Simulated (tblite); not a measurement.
**C8H26O15Si10: geometry relaxation (part 3 of 3)**

The same run, continued: C8H26O15Si10; GFN2-xTB geometry optimisation, gas phase (tblite 0.8.0). 

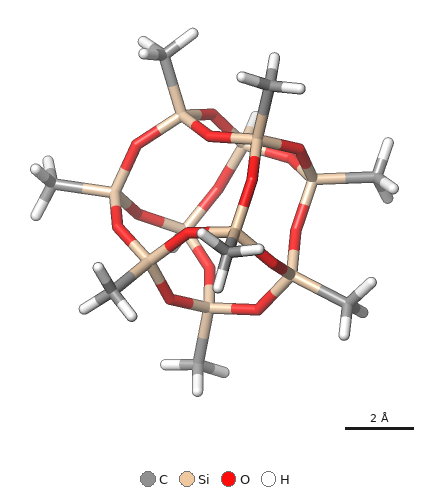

**Figure 1.** The geometry at step 55 of the log (stick view, seen at a tilt).

### Trajectory as extended XYZ, continued
```
59
Properties=species:S:1:pos:R:3:forces:R:3 step=42 energy=-3003.82136
C    -2.0723    4.7010   -0.9430    0.0110  -0.0240   0.0010
Si   -1.2797    2.9930   -0.7850    0.0110  -0.0180   0.0080
O    -1.3936    2.2280   -2.2101   -0.0110   0.0150  -0.0140
Si   -0.9829    0.9103   -3.0450   -0.0040   0.0040  -0.0120
O     0.5933    0.8501   -3.3749    0.0040  -0.0200   0.0080
Si    2.0869    0.8394   -2.7685   -0.0020   0.0040   0.0170
O     2.2832    1.9785   -1.6442    0.0180   0.0100  -0.0010
Si    1.7309    2.5021   -0.2115    0.0000   0.0050  -0.0110
C     2.9214    3.8459    0.3782    0.0030   0.0010   0.0030
O     0.2719    3.1814   -0.3617    0.0070   0.0160   0.0010
O     1.6396    1.2849    0.8474    0.0170   0.0270   0.0120
Si    2.3709   -0.0012    1.5021   -0.0170   0.0020  -0.0080
C     3.8848    0.4884    2.5200   -0.0130  -0.0010  -0.0090
O     2.8520   -1.0453    0.3599    0.0220   0.0010   0.0090
Si    2.3230   -1.6878   -1.0328    0.0020   0.0130   0.0100
C     3.4074   -3.1876   -1.4112   -0.0010  -0.0050  -0.0020
O     2.5133   -0.6228   -2.2372   -0.0260  -0.0060  -0.0070
O     0.7604   -2.0919   -0.9374    0.0110  -0.0230   0.0020
Si   -0.3850   -2.8883   -0.1162   -0.0070   0.0120   0.0050
C    -0.1381   -4.7597   -0.1778    0.0030   0.0070   0.0020
O    -1.8109   -2.5415   -0.8048    0.0050  -0.0100  -0.0180
Si   -2.5287   -1.2043   -1.3759    0.0100  -0.0040   0.0120
C    -4.0640   -1.7198   -2.3473    0.0110   0.0060   0.0140
O    -1.4684   -0.4480   -2.3386   -0.0050  -0.0040  -0.0090
O    -2.9885   -0.2542   -0.1476   -0.0180  -0.0100   0.0000
Si   -2.3884    0.7253    0.9994   -0.0090  -0.0060  -0.0190
C    -3.7234    0.9423    2.3199   -0.0010  -0.0010   0.0000
O    -2.0753    2.1814    0.3699   -0.0030  -0.0030   0.0030
O    -1.0348    0.1283    1.6486   -0.0180   0.0070   0.0070
Si   -0.2669   -1.1139    2.3450    0.0100   0.0080  -0.0240
C    -0.9372   -1.4757    4.0731   -0.0030   0.0040  -0.0100
O     1.2969   -0.7111    2.4884    0.0060   0.0050   0.0130
O    -0.4084   -2.4577    1.4475    0.0010  -0.0080   0.0060
H    -1.5823    5.2955   -1.7062    0.0020  -0.0130   0.0060
H    -2.0063    5.2434   -0.0062    0.0020  -0.0050  -0.0120
H    -3.1216    4.6219   -1.2060    0.0110  -0.0030   0.0000
H    -1.6349    1.0551   -4.3322   -0.0120   0.0290  -0.0170
H     3.0050    1.1649   -3.8404   -0.0360  -0.0100   0.0090
H     2.6212    4.2286    1.3472    0.0090   0.0060   0.0080
H     3.9291    3.4558    0.4714    0.0130   0.0160   0.0080
H     2.9505    4.6811   -0.3126    0.0100   0.0070   0.0030
H     3.6135    1.2030    3.2890    0.0060   0.0030   0.0000
H     4.3402   -0.3657    3.0084   -0.0140  -0.0070  -0.0090
H     4.6361    0.9484    1.8876    0.0030  -0.0010   0.0030
H     4.4449   -2.9081   -1.5548    0.0050   0.0070  -0.0010
H     3.3674   -3.9113   -0.6047    0.0000  -0.0110   0.0050
H     3.0698   -3.6794   -2.3165    0.0060  -0.0170  -0.0090
H    -0.9444   -5.2841    0.3223   -0.0040   0.0020   0.0010
H     0.7901   -5.0389    0.3080    0.0070  -0.0110   0.0020
H    -0.0985   -5.1140   -1.2016    0.0030   0.0050  -0.0060
H    -4.7744   -2.2525   -1.7252    0.0010   0.0040   0.0020
H    -3.7954   -2.3688   -3.1736    0.0030   0.0030   0.0120
H    -4.5657   -0.8509   -2.7591   -0.0010  -0.0010   0.0100
H    -4.6224    1.3968    1.9195   -0.0030   0.0020  -0.0100
H    -3.3616    1.5765    3.1215   -0.0110   0.0020   0.0130
H    -3.9985   -0.0137    2.7518   -0.0100  -0.0030   0.0090
H    -0.8769   -0.5901    4.6953   -0.0050   0.0070   0.0090
H    -1.9766   -1.7797    4.0275   -0.0140  -0.0070  -0.0020
H    -0.3830   -2.2643    4.5688    0.0160  -0.0070  -0.0200
59
Properties=species:S:1:pos:R:3:forces:R:3 step=50 energy=-3003.82787
C    -2.0638    4.6964   -0.9372    0.0010   0.0010  -0.0030
Si   -1.2717    2.9884   -0.7935    0.0200   0.0020   0.0320
O    -1.3884    2.2350   -2.2239   -0.0010   0.0250   0.0110
Si   -0.9854    0.9241   -3.0732   -0.0230  -0.0060   0.0190
O     0.5953    0.8340   -3.3653   -0.0010   0.0120  -0.0010
Si    2.0876    0.8392   -2.7573    0.0110   0.0030   0.0060
O     2.2928    1.9824   -1.6385   -0.0050  -0.0070   0.0150
Si    1.7447    2.5184   -0.2074    0.0110   0.0060  -0.0030
C     2.9249    3.8795    0.3687   -0.0070  -0.0050  -0.0090
O     0.2790    3.1825   -0.3665    0.0180  -0.0180   0.0040
O     1.6705    1.3110    0.8650    0.0030   0.0140  -0.0130
Si    2.3757    0.0039    1.5071   -0.0230   0.0030  -0.0270
C     3.8951    0.4610    2.5303    0.0020  -0.0080   0.0010
O     2.8498   -1.0439    0.3638    0.0020   0.0030  -0.0040
Si    2.3410   -1.6962   -1.0326   -0.0010   0.0050   0.0060
C     3.4436   -3.1842   -1.4131    0.0060   0.0090   0.0080
O     2.5148   -0.6248   -2.2338    0.0120   0.0000   0.0060
O     0.7836   -2.1211   -0.9522    0.0060  -0.0060   0.0130
Si   -0.3794   -2.8858   -0.1275   -0.0160   0.0240   0.0020
C    -0.1595   -4.7602   -0.1619   -0.0010  -0.0050   0.0030
O    -1.7909   -2.5291   -0.8396    0.0010   0.0090  -0.0080
Si   -2.5326   -1.1985   -1.3953   -0.0180  -0.0120   0.0270
C    -4.0928   -1.7386   -2.3126    0.0100   0.0030   0.0050
O    -1.5120   -0.4337   -2.3940   -0.0350  -0.0160   0.0150
O    -2.9840   -0.2557   -0.1569    0.0240  -0.0030   0.0030
Si   -2.4023    0.7287    0.9952    0.0050  -0.0050  -0.0170
C    -3.7547    0.9559    2.2968   -0.0040  -0.0020  -0.0070
O    -2.0691    2.1779    0.3602   -0.0030  -0.0110  -0.0040
O    -1.0606    0.1394    1.6759   -0.0010   0.0060  -0.0120
Si   -0.2740   -1.1044    2.3457    0.0140   0.0050  -0.0360
C    -0.9262   -1.5028    4.0720    0.0020  -0.0070   0.0000
O     1.2888   -0.6959    2.4865    0.0010   0.0160  -0.0010
O    -0.4105   -2.4361    1.4301   -0.0040  -0.0130   0.0030
H    -1.5765    5.2983   -1.6955    0.0110  -0.0040  -0.0130
H    -1.9958    5.2310    0.0036    0.0020   0.0000   0.0030
H    -3.1133    4.6195   -1.1977   -0.0080  -0.0030  -0.0070
H    -1.6133    1.1073   -4.3672   -0.0060   0.0060  -0.0130
H     2.9948    1.1708   -3.8350   -0.0010  -0.0100  -0.0100
H     2.6279    4.2660    1.3378   -0.0020  -0.0030  -0.0130
H     3.9407    3.5090    0.4577   -0.0090  -0.0010  -0.0050
H     2.9341    4.7088   -0.3301    0.0150   0.0130   0.0140
H     3.6447    1.1811    3.3004   -0.0200   0.0070   0.0100
H     4.3220   -0.4079    3.0166    0.0150  -0.0210   0.0170
H     4.6632    0.9005    1.9043    0.0080   0.0010  -0.0230
H     4.4751   -2.8841   -1.5587    0.0180  -0.0070   0.0020
H     3.4184   -3.9085   -0.6061    0.0010   0.0070   0.0120
H     3.1173   -3.6874   -2.3168   -0.0130   0.0220   0.0010
H    -0.9822   -5.2620    0.3336   -0.0170  -0.0190   0.0090
H     0.7559   -5.0508    0.3403    0.0210  -0.0050   0.0120
H    -0.1118   -5.1297   -1.1795   -0.0010   0.0030  -0.0220
H    -4.7774   -2.2688   -1.6598    0.0070   0.0040   0.0010
H    -3.8454   -2.3973   -3.1375   -0.0010   0.0020   0.0000
H    -4.6173   -0.8807   -2.7188    0.0030   0.0000   0.0030
H    -4.6427    1.4157    1.8790   -0.0190   0.0030  -0.0050
H    -3.4053    1.5880    3.1057    0.0060   0.0100  -0.0030
H    -4.0432    0.0027    2.7260   -0.0140  -0.0110  -0.0010
H    -0.8808   -0.6304    4.7134    0.0090   0.0240   0.0000
H    -1.9581   -1.8314    4.0343   -0.0220  -0.0120  -0.0200
H    -0.3459   -2.2874    4.5424    0.0150  -0.0260   0.0150
59
Properties=species:S:1:pos:R:3:forces:R:3 step=55 energy=-3003.83004
C    -2.0596    4.6946   -0.9361    0.0050   0.0030   0.0010
Si   -1.2649    2.9884   -0.7921   -0.0080  -0.0040  -0.0070
O    -1.3849    2.2421   -2.2259   -0.0050  -0.0050   0.0000
Si   -0.9935    0.9295   -3.0788    0.0050   0.0110   0.0020
O     0.5906    0.8325   -3.3568   -0.0080  -0.0050   0.0090
Si    2.0852    0.8383   -2.7543   -0.0050  -0.0040  -0.0070
O     2.2977    1.9803   -1.6360    0.0110   0.0030  -0.0080
Si    1.7546    2.5258   -0.2081    0.0020   0.0090  -0.0010
C     2.9278    3.8941    0.3635    0.0070   0.0060  -0.0020
O     0.2852    3.1796   -0.3661   -0.0080   0.0110   0.0080
O     1.6842    1.3246    0.8705    0.0090  -0.0030  -0.0050
Si    2.3776    0.0085    1.5052    0.0060  -0.0010   0.0130
C     3.8992    0.4488    2.5337    0.0020  -0.0020   0.0010
O     2.8505   -1.0410    0.3640   -0.0010   0.0040   0.0030
Si    2.3485   -1.6982   -1.0317    0.0110  -0.0020   0.0020
C     3.4596   -3.1805   -1.4110    0.0020   0.0080   0.0040
O     2.5174   -0.6244   -2.2311    0.0000  -0.0060  -0.0050
O     0.7948   -2.1363   -0.9520    0.0060   0.0100   0.0020
Si   -0.3793   -2.8863   -0.1299    0.0140  -0.0120   0.0010
C    -0.1672   -4.7628   -0.1555   -0.0040  -0.0050  -0.0020
O    -1.7829   -2.5265   -0.8545    0.0000  -0.0050   0.0120
Si   -2.5381   -1.1996   -1.3980    0.0080   0.0040  -0.0120
C    -4.1032   -1.7450   -2.2995   -0.0100  -0.0060   0.0000
O    -1.5385   -0.4278   -2.4120   -0.0010   0.0200  -0.0100
O    -2.9794   -0.2576   -0.1577   -0.0140  -0.0150   0.0130
Si   -2.4073    0.7300    0.9942   -0.0060   0.0000   0.0120
C    -3.7691    0.9600    2.2869   -0.0060   0.0030  -0.0020
O    -2.0672    2.1745    0.3549   -0.0050   0.0120   0.0150
O    -1.0691    0.1436    1.6834    0.0050  -0.0060  -0.0030
Si   -0.2753   -1.1010    2.3429   -0.0070  -0.0060   0.0150
C    -0.9213   -1.5147    4.0700    0.0050  -0.0020  -0.0090
O     1.2842   -0.6825    2.4828   -0.0030  -0.0110   0.0000
O    -0.4128   -2.4314    1.4256   -0.0040   0.0040   0.0000
H    -1.5710    5.2953   -1.6948    0.0010   0.0040   0.0010
H    -1.9916    5.2267    0.0060   -0.0020   0.0180  -0.0070
H    -3.1093    4.6171   -1.1973    0.0090  -0.0020  -0.0030
H    -1.6072    1.1277   -4.3793    0.0010  -0.0090   0.0270
H     2.9878    1.1687   -3.8358    0.0040  -0.0060  -0.0150
H     2.6290    4.2785    1.3328   -0.0010  -0.0100  -0.0010
H     3.9446    3.5266    0.4521    0.0020   0.0000   0.0020
H     2.9361    4.7268   -0.3312    0.0030  -0.0010  -0.0050
H     3.6506    1.1715    3.3031    0.0030  -0.0040  -0.0080
H     4.3182   -0.4238    3.0224   -0.0010   0.0050  -0.0040
H     4.6715    0.8814    1.9066   -0.0010  -0.0030   0.0110
H     4.4915   -2.8808   -1.5591   -0.0060   0.0010   0.0050
H     3.4368   -3.9047   -0.6034   -0.0020   0.0100  -0.0050
H     3.1301   -3.6822   -2.3149    0.0010   0.0090   0.0130
H    -0.9954   -5.2603    0.3368    0.0080  -0.0090  -0.0070
H     0.7456   -5.0561    0.3520   -0.0110   0.0020  -0.0070
H    -0.1163   -5.1321   -1.1738    0.0010  -0.0040   0.0070
H    -4.7777   -2.2740   -1.6360   -0.0160  -0.0070  -0.0060
H    -3.8624   -2.4059   -3.1244   -0.0040  -0.0050  -0.0010
H    -4.6340   -0.8901   -2.7034   -0.0010   0.0020   0.0040
H    -4.6554    1.4218    1.8660    0.0050  -0.0010  -0.0090
H    -3.4209    1.5927    3.0965   -0.0050  -0.0040  -0.0060
H    -4.0638    0.0079    2.7158    0.0040   0.0050  -0.0070
H    -0.8805   -0.6435    4.7152   -0.0010  -0.0170  -0.0140
H    -1.9518   -1.8515    4.0302    0.0200   0.0050  -0.0060
H    -0.3333   -2.2985    4.5352   -0.0130   0.0100  -0.0020
59
Properties=species:S:1:pos:R:3:forces:R:3 step=57 energy=-3003.83057
C    -2.0577    4.6940   -0.9356   -0.0020   0.0180   0.0010
Si   -1.2639    2.9881   -0.7908   -0.0080   0.0020   0.0000
O    -1.3850    2.2445   -2.2258   -0.0010  -0.0070   0.0050
Si   -0.9939    0.9322   -3.0786   -0.0090   0.0000   0.0000
O     0.5901    0.8314   -3.3533   -0.0110  -0.0030   0.0020
Si    2.0856    0.8381   -2.7544    0.0000  -0.0080  -0.0010
O     2.2997    1.9791   -1.6358    0.0110   0.0180  -0.0110
Si    1.7568    2.5281   -0.2093   -0.0010   0.0030   0.0040
C     2.9286    3.8980    0.3613    0.0040  -0.0030  -0.0020
O     0.2861    3.1797   -0.3644   -0.0050   0.0070   0.0020
O     1.6885    1.3273    0.8699    0.0070  -0.0020   0.0050
Si    2.3780    0.0099    1.5060   -0.0030  -0.0130   0.0030
C     3.8999    0.4447    2.5344    0.0060   0.0060   0.0050
O     2.8504   -1.0398    0.3651    0.0040   0.0010  -0.0040
Si    2.3514   -1.6973   -1.0311    0.0010  -0.0090   0.0070
C     3.4644   -3.1784   -1.4098   -0.0080   0.0140   0.0050
O     2.5186   -0.6241   -2.2314    0.0040  -0.0160  -0.0020
O     0.7979   -2.1378   -0.9515    0.0030   0.0020   0.0030
Si   -0.3780   -2.8871   -0.1308    0.0040   0.0070   0.0040
C    -0.1700   -4.7638   -0.1539    0.0010   0.0010  -0.0040
O    -1.7811   -2.5257   -0.8563    0.0050   0.0010   0.0010
Si   -2.5391   -1.2000   -1.3991    0.0060   0.0020  -0.0030
C    -4.1067   -1.7474   -2.2961   -0.0030  -0.0040   0.0050
O    -1.5460   -0.4249   -2.4174   -0.0030   0.0110   0.0040
O    -2.9786   -0.2603   -0.1560   -0.0130  -0.0080   0.0020
Si   -2.4094    0.7305    0.9946    0.0130  -0.0100  -0.0040
C    -3.7735    0.9614    2.2839    0.0050   0.0000  -0.0070
O    -2.0676    2.1751    0.3559   -0.0040   0.0050   0.0100
O    -1.0706    0.1445    1.6836    0.0050  -0.0100   0.0080
Si   -0.2758   -1.1005    2.3421   -0.0030  -0.0080   0.0040
C    -0.9192   -1.5185    4.0688    0.0030   0.0030  -0.0130
O     1.2836   -0.6809    2.4826   -0.0100  -0.0060  -0.0050
O    -0.4141   -2.4305    1.4242    0.0030   0.0070  -0.0010
H    -1.5699    5.2954   -1.6939    0.0120   0.0040  -0.0110
H    -1.9910    5.2282    0.0050    0.0010   0.0160   0.0100
H    -3.1069    4.6167   -1.1973   -0.0050  -0.0060  -0.0060
H    -1.6055    1.1316   -4.3795    0.0000  -0.0050   0.0180
H     2.9868    1.1667   -3.8373    0.0070  -0.0020  -0.0180
H     2.6285    4.2801    1.3312    0.0030  -0.0030  -0.0070
H     3.9454    3.5307    0.4503    0.0020   0.0050   0.0000
H     2.9363    4.7311   -0.3332    0.0030  -0.0050   0.0030
H     3.6520    1.1682    3.3024    0.0020   0.0080   0.0120
H     4.3174   -0.4278    3.0237   -0.0030  -0.0050   0.0010
H     4.6733    0.8757    1.9085    0.0100   0.0030  -0.0030
H     4.4962   -2.8782   -1.5585   -0.0150  -0.0040   0.0050
H     3.4412   -3.9025   -0.6019    0.0020   0.0130  -0.0120
H     3.1326   -3.6789   -2.3136    0.0130   0.0040   0.0150
H    -0.9989   -5.2610    0.3375    0.0040  -0.0040  -0.0050
H     0.7418   -5.0570    0.3548   -0.0010  -0.0050  -0.0020
H    -0.1176   -5.1332   -1.1718    0.0010  -0.0110  -0.0020
H    -4.7796   -2.2762   -1.6306   -0.0120  -0.0060  -0.0060
H    -3.8674   -2.4090   -3.1209   -0.0070   0.0000  -0.0010
H    -4.6386   -0.8924   -2.6986    0.0000  -0.0030   0.0000
H    -4.6580    1.4237    1.8598    0.0030  -0.0010  -0.0010
H    -3.4249    1.5940    3.0931   -0.0140   0.0010   0.0010
H    -4.0685    0.0092    2.7120   -0.0030   0.0060  -0.0030
H    -0.8798   -0.6477    4.7140   -0.0040  -0.0120  -0.0040
H    -1.9489   -1.8568    4.0276    0.0120   0.0020   0.0000
H    -0.3302   -2.3016    4.5338   -0.0100   0.0100  -0.0060
59
Properties=species:S:1:pos:R:3:forces:R:3 step=59 energy=-3003.83094
C    -2.0562    4.6949   -0.9347   -0.0030   0.0160   0.0000
Si   -1.2634    2.9882   -0.7900   -0.0050   0.0130   0.0120
O    -1.3845    2.2461   -2.2255   -0.0030   0.0010   0.0120
Si   -0.9944    0.9347   -3.0794   -0.0030  -0.0060   0.0070
O     0.5897    0.8298   -3.3498    0.0040  -0.0030   0.0010
Si    2.0865    0.8374   -2.7541    0.0090  -0.0010   0.0010
O     2.3023    1.9793   -1.6360   -0.0010   0.0130  -0.0110
Si    1.7586    2.5301   -0.2098   -0.0030  -0.0090  -0.0040
C     2.9290    3.9020    0.3586    0.0000  -0.0080  -0.0010
O     0.2866    3.1799   -0.3630    0.0010  -0.0030  -0.0020
O     1.6929    1.3296    0.8705    0.0060   0.0000   0.0040
Si    2.3782    0.0102    1.5070    0.0010  -0.0040  -0.0010
C     3.9012    0.4403    2.5358    0.0030   0.0080   0.0050
O     2.8504   -1.0391    0.3659    0.0090   0.0000  -0.0010
Si    2.3541   -1.6971   -1.0304   -0.0100   0.0050   0.0040
C     3.4692   -3.1752   -1.4086   -0.0060   0.0040   0.0020
O     2.5207   -0.6247   -2.2314    0.0000  -0.0050  -0.0040
O     0.8010   -2.1394   -0.9517   -0.0030  -0.0040   0.0030
Si   -0.3768   -2.8868   -0.1320   -0.0060   0.0070  -0.0020
C    -0.1734   -4.7642   -0.1520    0.0050   0.0020  -0.0050
O    -1.7787   -2.5245   -0.8592    0.0070   0.0080  -0.0090
Si   -2.5400   -1.1999   -1.4010   -0.0100  -0.0060   0.0090
C    -4.1110   -1.7505   -2.2913    0.0020  -0.0020   0.0040
O    -1.5538   -0.4217   -2.4235   -0.0080  -0.0050   0.0160
O    -2.9782   -0.2624   -0.1553   -0.0030   0.0000  -0.0040
Si   -2.4102    0.7304    0.9944    0.0110  -0.0090  -0.0120
C    -3.7777    0.9632    2.2796    0.0090  -0.0010  -0.0060
O    -2.0680    2.1759    0.3568    0.0000  -0.0040   0.0020
O    -1.0718    0.1451    1.6851   -0.0020  -0.0020   0.0070
Si   -0.2764   -1.1002    2.3417    0.0040  -0.0030  -0.0110
C    -0.9166   -1.5227    4.0670   -0.0040   0.0020  -0.0010
O     1.2824   -0.6796    2.4823    0.0000  -0.0020  -0.0040
O    -0.4149   -2.4285    1.4223    0.0050  -0.0040  -0.0040
H    -1.5682    5.2959   -1.6933    0.0090   0.0020  -0.0090
H    -1.9902    5.2298    0.0057    0.0000   0.0110   0.0050
H    -3.1052    4.6163   -1.1971   -0.0040   0.0000  -0.0050
H    -1.6025    1.1367   -4.3803   -0.0090   0.0000  -0.0050
H     2.9868    1.1654   -3.8389   -0.0040  -0.0040  -0.0060
H     2.6282    4.2829    1.3286    0.0040   0.0040  -0.0020
H     3.9463    3.5365    0.4476    0.0070   0.0030   0.0000
H     2.9349    4.7348   -0.3360    0.0020  -0.0020   0.0020
H     3.6545    1.1648    3.3033    0.0060   0.0080   0.0150
H     4.3156   -0.4336    3.0252   -0.0030  -0.0040   0.0030
H     4.6764    0.8687    1.9104    0.0080   0.0040  -0.0030
H     4.5002   -2.8745   -1.5579   -0.0020   0.0040   0.0030
H     3.4473   -3.8994   -0.6014    0.0010   0.0010   0.0040
H     3.1376   -3.6760   -2.3117    0.0080  -0.0050  -0.0010
H    -1.0036   -5.2599    0.3385   -0.0010   0.0010  -0.0040
H     0.7368   -5.0584    0.3588    0.0060  -0.0070   0.0010
H    -0.1196   -5.1354   -1.1690    0.0010  -0.0110  -0.0070
H    -4.7818   -2.2791   -1.6233   -0.0050  -0.0030  -0.0050
H    -3.8743   -2.4128   -3.1164   -0.0070   0.0020   0.0000
H    -4.6449   -0.8962   -2.6929    0.0010  -0.0050   0.0010
H    -4.6603    1.4260    1.8524    0.0020  -0.0010  -0.0010
H    -3.4310    1.5957    3.0894   -0.0130   0.0040   0.0050
H    -4.0746    0.0115    2.7073   -0.0060   0.0010  -0.0010
H    -0.8793   -0.6535    4.7136   -0.0030   0.0060   0.0070
H    -1.9449   -1.8634    4.0259   -0.0100  -0.0030  -0.0010
H    -0.3263   -2.3047    4.5309    0.0030  -0.0040  -0.0030
```
